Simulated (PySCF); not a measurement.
C$_{6}$H$_{16}$O$_{2}$Si

Input file:

```
{"job": {"kind": "nmr", "xc": "PBE0", "basis": "pcSseg-1"}, "charge": 0, "multiplicity": 1}
Si    -0.869527    -0.161387    -0.103616
O     -0.558030    -0.298965     1.519410
C      0.336102     0.515047     2.238451
C      0.558125    -0.072100     3.612837
H      1.297271     0.595692     1.697870
H     -0.069717     1.541933     2.329334
H      1.246531     0.554504     4.200192
H     -0.395203    -0.149111     4.156878
H      0.987015    -1.082044     3.532986
O      0.619610    -0.279318    -0.852692
C      0.889039    -0.072260    -2.212557
C      2.371008    -0.229888    -2.464151
H      0.325752    -0.795189    -2.835984
H      0.560477     0.938026    -2.528265
H      2.610098    -0.070901    -3.526611
H      2.939510     0.496852    -1.864566
H      2.702048    -1.238847    -2.176574
C     -1.640604     1.494414    -0.509104
H     -1.889375     1.576954    -1.579115
H     -0.958593     2.322363    -0.259332
H     -2.571616     1.636542     0.061753
C     -1.976048    -1.588347    -0.549160
H     -1.480106    -2.542039    -0.313607
H     -2.225295    -1.584686    -1.621873
H     -2.918434    -1.543504     0.018105
```

Command:

```sh
OMP_NUM_THREADS=2 python probes_run.py task.json out
```

Geometry: PBE0-D3(BJ)/def2-SVP.

All numbers below come from PBE0/pcSseg-1, SCF density, gas phase, non-relativistic (PySCF 2.14.0).

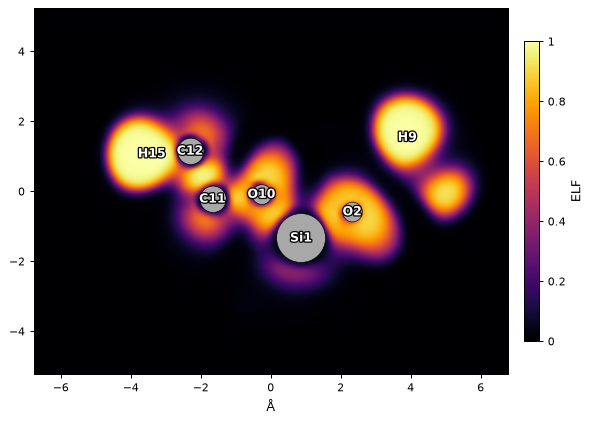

Figure 1. ELF on the plane of atoms O10, C11 and C12. Grey discs cover the atomic cores.

**Interpret the plot.**

- The section cuts through Si, O, H and C sites.
- C–O (1.40 Å): the ELF peaks at about 0.90 between the atoms, as expected for a shared but strongly polarised pair.
- C–C (1.51 Å): the ELF peaks at about 0.95 between the atoms, as expected for localised, covalent bonding.
- Si–O (1.66 Å): the ELF peaks at about 0.90 between the atoms (a polar covalent bond).
- C–H (1.10 Å): the ELF climbs to about 1 towards the hydrogen, as it does in any bond to H (a covalent bond by its length).
- The ELF also peaks beside O2 and O10, away from the bonds: lone-pair regions.

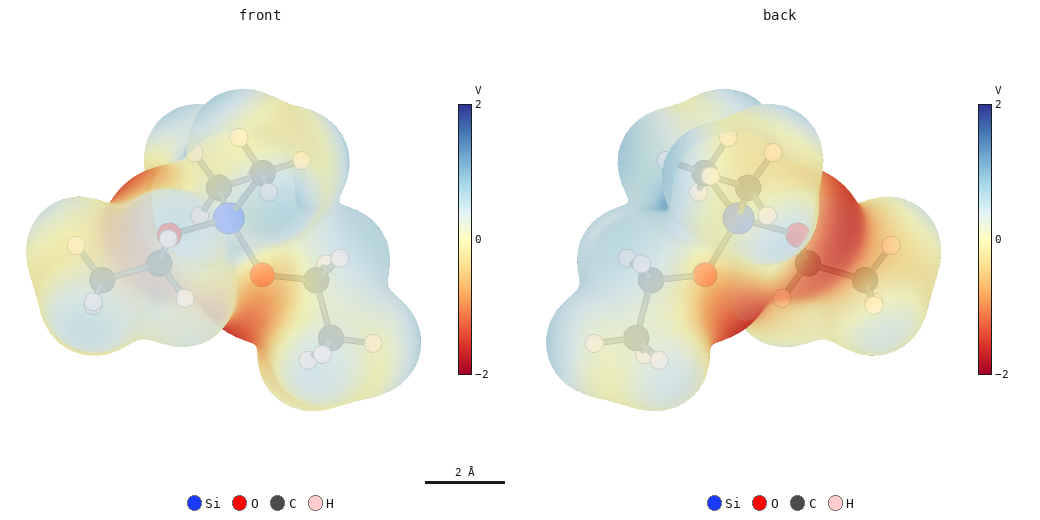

Figure 2. The electrostatic potential painted on the density surface at 0.002 e/bohr³, seen from the front and from behind; red is negative and blue positive.

**Where is the surface potential most negative and most positive?**

The most negative region (about −1.6 V, or −37 kcal/mol for a unit charge) lies over O2 and O10, the most positive (about +1.0 V, or +23 kcal/mol for a unit charge) over Si1 and C11.

**How polar is the molecule by this calculation?**

Its dipole moment is 1.62 D.
